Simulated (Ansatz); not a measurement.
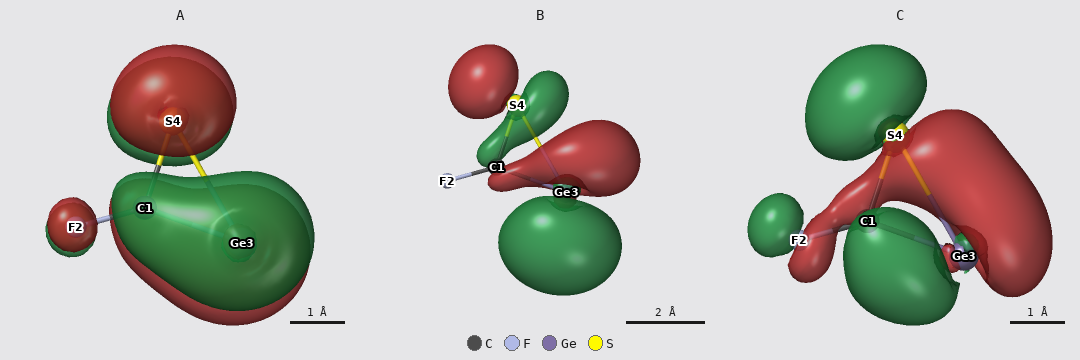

*CFGeS (SMILES F[C]1=[Ge][S]1) (doublet). Three frontier orbitals at ±0.08 Å⁻³ᐟ² (green and red are the two phases), in no order.*

Geometry: BLYP-D3(BJ)/def2-SVP.

Method: Ansatz 0.2.0, isolated molecule in a Gaussian basis; Kohn-Sham density functional theory, functional PBE0.

> Which picture is the HOMO−1, the HOMO and the LUMO? All are α orbitals.

C is the HOMO−1 (α) (−8.00 eV). Its weight (Hirshfeld) is mainly on S4 (about 45 %), Ge3 (about 30 %), C1 (about 20 %) and F2 (about 5 %); it is symmetric in the molecular plane (an in-plane orbital: σ, lone-pair or in-plane π type). A is the HOMO (α) (−5.66 eV). By Hirshfeld shares it lies mainly on Ge3 (about 50 %), S4 (about 30 %) and C1 (about 15 %); it changes sign across the molecular plane (π type); π-bonding across C1–Ge3; π-antibonding (a node) across C1–S4 and Ge3–S4. B is the LUMO (α) (−2.20 eV). It lies mainly on Ge3 (about 75 %) and S4 (about 20 %); it is symmetric in the molecular plane (an in-plane orbital: σ, lone-pair or in-plane π type).

> What is the gap between the highest occupied and lowest empty α orbitals?

3.46 eV between the orbital energies.
